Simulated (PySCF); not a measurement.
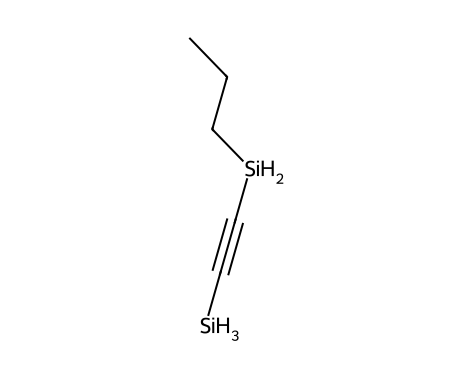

The computed structure is the end point of a GFN2-xTB optimisation. No frequency run is at hand to confirm it as a minimum. Properties computed with PBE0/def2-SVPD, gas phase (PySCF 2.14.0). Excitations: vertical, linear response.

> What is the LUMO energy (Kohn–Sham orbital)?

−0.45 eV.

> Estimate the dipole moment.

0.74 D.

> Estimate the HOMO energy (Kohn–Sham orbital).

−7.91 eV.

> Give the mean static polarisability at this level.

116.5 bohr³.

The geometry is semi-empirical. Around Si such bond lengths and angles can be off by a tenth of an ångström or more and by several degrees, and values that hang on the shape move with them.
